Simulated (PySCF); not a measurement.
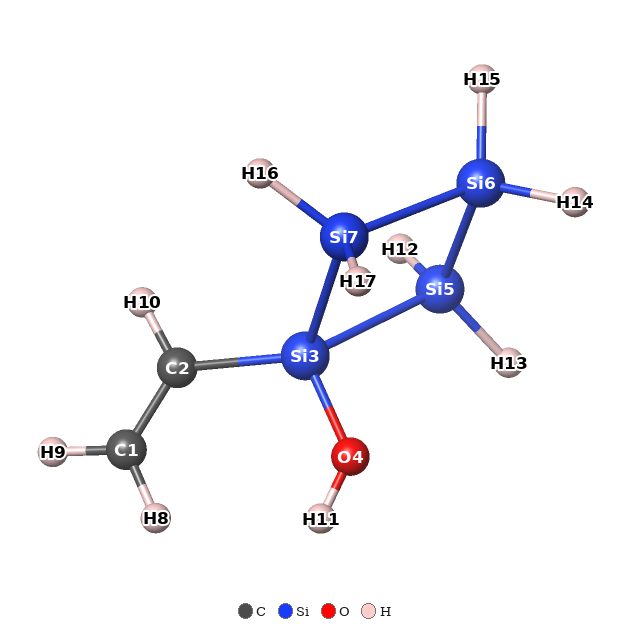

State: charge +1, doublet. The geometry was computed by an optimisation with GFN2-xTB. No frequency run is at hand to confirm it as a minimum. Level of theory: UKS B3LYP, pcH-1 on C H O Si, non-relativistic (PySCF 2.14.0).

Give the isotropic hyperfine couplings (Fermi-contact term alone) of C1, C2, Si3, O4, Si5, Si6, Si7, H8, H9, H10, H11, H12, H13, H14, H15, H16, H17.

```tsv
atom	isotope	a_iso (MHz)
C1	13C	8.6
C2	13C	−11.9
Si3	29Si	70.5
O4	17O	−9.0
Si5	29Si	−50.1
Si6	29Si	12.6
Si7	29Si	−53.3
H8	1H	−8.1
H9	1H	−9.4
H10	1H	1.3
H11	1H	−10.7
H12	1H	28.0
H13	1H	4.7
H14	1H	−4.8
H15	1H	−4.4
H16	1H	26.1
H17	1H	5.0
```

The geometry is semi-empirical. Around Si such bond lengths and angles can be off by a tenth of an ångström or more and by several degrees, and values that hang on the shape move with them.
